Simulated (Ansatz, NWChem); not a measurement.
# Ligand exchange: InH2(OH) + SiH3F → SiH3(InH2) + HOF

Species: InH2(OH), singlet; SiH3F `F[SiH3]`, singlet; SiH3(InH2), singlet; HOF (hypofluorous acid) `OF`, singlet. The partners trade OH for SiH3: In–OH and F–SiH3 bonds give way to In–SiH3 and F–OH.

Shapes, held fixed at every level: PBE0-D4/def2-TZVP. Programs: Ansatz 0.2.0. Electronic energies: no zero-point or thermal term.

```tsv
level	kind	ΔE (kJ/mol)	less CCSD(T)/def2-TZVPP
HF/def2-SVP	Hartree–Fock	+556.9	+0.8
SPW92/def2-TZVPP	LDA	+524.6	-31.5
r2SCAN-D4/def2-TZVPP	meta-GGA	+545.9	-10.2
r2SCAN0-D4/def2-TZVPP	global hybrid	+556.4	+0.3
wB97M-V/def2-TZVPP	range-separated hybrid	+550.0	-6.1
MP2/def2-TZVPP	perturbation theory	+590.7	+34.6
CCSD(T)/def2-TZVPP	coupled cluster or CI	+556.1	0.0
```

The highest level, CCSD(T)/def2-TZVPP, gives ΔE = +556.1 kJ/mol; the levels span +524.6 to +590.7. The column of differences is taken from that level and isn't an error. No measured value is set beside it here. For atoms past krypton def2 sets carry core potentials with scalar relativity. Correlated rows may include outer-core shells of In, which these sets cover unevenly.

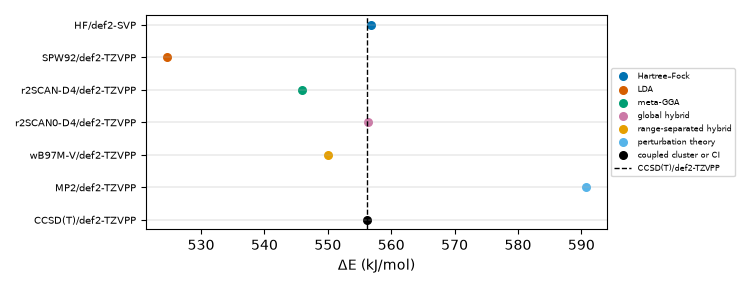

The values of the table, level by level.
